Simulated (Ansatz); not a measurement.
## Calibrating PBE0-D4/def2-TZVPP on molecular compounds of In

The vertical ionisation energy (cation less neutral) in eV of 6 molecular compounds of In: x at PBE0-D4/def2-TZVPP, y at CCSD(T)/def2-TZVPP. Shapes, held fixed at every level: PBE0-D4/def2-TZVP. Flexible molecules stand in one conformer, not always the lowest. Programs: Ansatz 0.2.0.

| molecule | x (eV) | y (eV) |
| --- | --- | --- |
| C2H9InN2O (SMILES C[N](C)[In]([NH2])[OH]) | 7.80 | 7.96 |
| C5H13In (SMILES C[CH2][InH][CH](C)C) | 8.12 | ? |
| C3H9InO2 (SMILES C[O][In]([CH3])[O]C) | 8.95 | 9.51 |
| InH(NH2)(OH) | 9.29 | 9.42 |
| InH(SH)F | 10.14 | 10.13 |
| InF3 (SMILES [F][In]([F])[F]) | 13.54 | 14.25 |

Fit y = c + s·x to the known rows and predict y for C5H13In.


1. Means of the 5 rows: x = 9.9440, y = 10.254.
2. Σ(Δx)² = 18.982, Σ(Δx·Δy) = 20.549, so the slope is 20.549/18.982 = 1.0826.
3. Intercept: 10.254 − (1.0826) × 9.9440 = -0.511. The largest residual of the fit is 0.34.
4. C5H13In: -0.511 + 1.0826 × 8.12 = 8.28 eV.

CCSD(T)/def2-TZVPP gives 8.35 eV, so the prediction is off by -0.07 eV, within the largest residual. Uncorrected, PBE0-D4/def2-TZVPP misses C5H13In by -0.23 eV, and the other rows by 0.31 on average. The line removes about 70 % of this miss, partly by chance. Left out in turn, the other rows are missed by 0.39 eV on average, worse than no correction. Cations run unrestricted. For atoms past krypton def2 sets carry core potentials with scalar relativity. Outer-core shells of In are correlated, in sets that cover them unevenly.

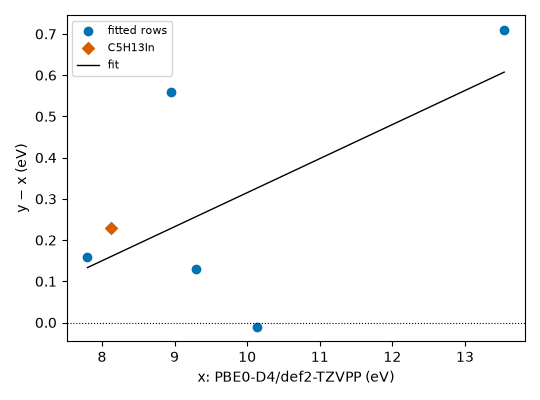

The correction y − x against x, with the fitted line and the withheld molecule.
